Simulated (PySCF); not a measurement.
# Cl4H4O2Zr (trans-Zr(H2O)2Cl4): the cost of one run

Programs: PySCF 2.14.0, with routines of our own; each step states its level. All values are computed. Atoms count from 0.

## (1) The starting structure

11 atoms, charge 0, multiplicity 1; geometry from: GFN1-xTB.

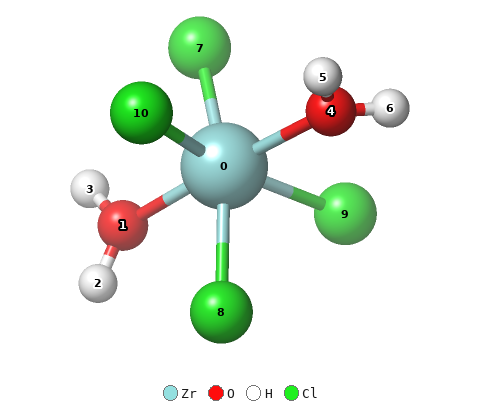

The starting geometry (zirconium light teal, oxygen red, hydrogen white, chlorine green); sticks join atoms by distance alone.

## (2) Geometry optimisation at PBE0-D3(BJ)/def2-SVP

The job: settings as JSON, then the geometry in Å.

```
{"job": {"xc": "PBE0", "basis": "def2-SVP", "d3": "d3bj", "grid": 1, "maxiter": 30, "shake": 0.03, "kind": "geom"}, "charge": 0, "multiplicity": 1}
Zr     0.025730    -0.043370     0.009580
O     -0.018360     0.173250     2.135080
H     -0.836010     0.177830     2.692730
H      0.891730     0.158290     2.680600
O     -0.005790    -0.207150    -2.173150
H      0.046820    -1.012210    -2.622110
H      0.124370     0.526240    -2.778450
Cl     2.360080     0.004390     0.311620
Cl    -2.374650     0.161970     0.434590
Cl     0.014050     2.317960    -0.563320
Cl    -0.129900    -2.342710    -0.096290
```

Started as:

```sh
$ OMP_NUM_THREADS=1 python heavy_run.py task.json out
```

The driver reads the jobs from task.json and runs them one after another.

**Question.** How long does this first job take on 1 thread of Arm Neoverse V2, shared host, and how much memory does it need?

About 3.4 min, with a peak of 0.6 GiB.
